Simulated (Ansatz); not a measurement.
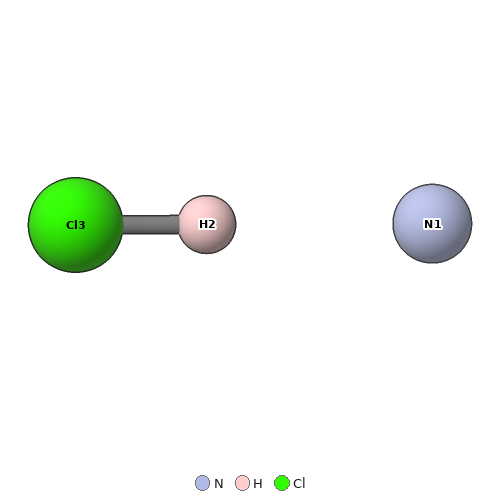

The system is N + HCl, spin multiplicity 4; the picture shows the reference structure. The first coordinate is: distance N1–H2; the second: distance H2–Cl3. Nothing is relaxed (the angle N1–H2–Cl3 is fixed at 180 degrees). Grid: 17 × 17 points. At 6 points there is no value. Points are written as (first, second). All energies are given in eV relative to the lowest grid point. In part of the range the unrestricted reference is strongly spin-contaminated. All numbers below come from Ansatz 0.2.0, UKS PBE0-D4/def2-SVPD.

Its coordinates:

```xyz
3

N    -2.2870    0.0000    0.0000
H     0.0000    0.0000    0.0000
Cl    1.3280    0.0000    0.0000
```

Range: distance N1–H2 from 0.816 to 2.416 Å; distance H2–Cl3 from 1.064 to 2.664 Å.

Question: Predict the map.

Answer: The lowest grid point is at (2.287 Å, 1.328 Å). The highest grid point, (0.816 Å, 1.246 Å), lies 5.07 eV above the lowest.

```tsv
distance H2–Cl3 ↓, distance N1–H2 →	0.860	0.998	1.169	1.362	1.573	1.799	2.037	2.287
2.664	1.78	0.85	1.04	1.83	2.75	3.46	3.85	4.04
2.409	1.81	0.85	0.99	1.73	2.57	3.20	3.57	3.75
2.165	1.81	0.81	0.90	1.54	2.25	2.78	3.08	3.24
1.932	1.85	0.77	0.74	1.23	1.75	2.10	2.30	2.39
1.714	1.99	0.78	0.55	0.80	1.08	1.26	1.35	1.40
1.511	2.39	0.95	0.45	0.39	0.43	0.46	0.48	0.51
1.328	3.31	1.56	0.69	0.31	0.13	0.04	0.01	0.00
1.171	5.05	2.92	1.64	0.94	0.56	0.37	0.29	0.27
1.064	–	4.76	3.14	2.19	1.66	1.40	1.29	1.25
```

The table holds every second grid line.

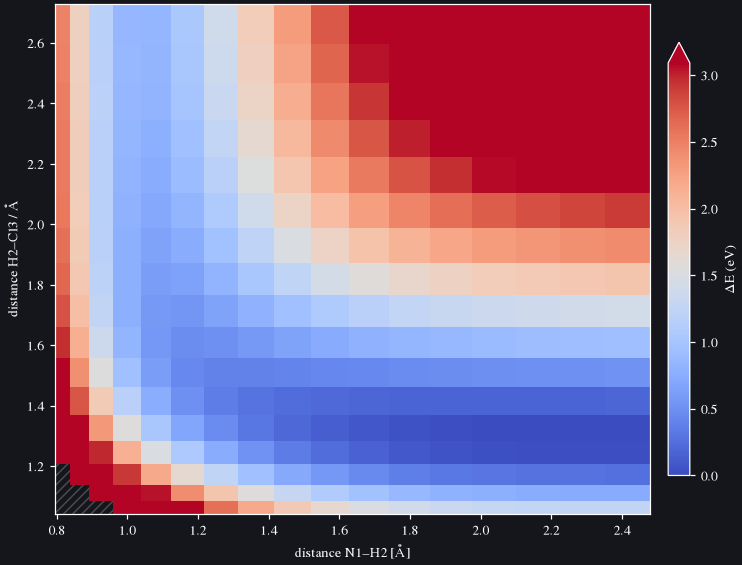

In the figure: one coloured cell a grid point, one colour for all values above the top of the scale, hatched blanks where no value was computed.

Each point was launched as `ansatz run input.yaml --threads 1 --pin off --max-ram 2560MiB --backend cpu --events-out ev --progress --plain --runs-dir out`. Time for the 283 points that were run: 11 min on 1 thread of Arm Neoverse V1, with other jobs on the host.
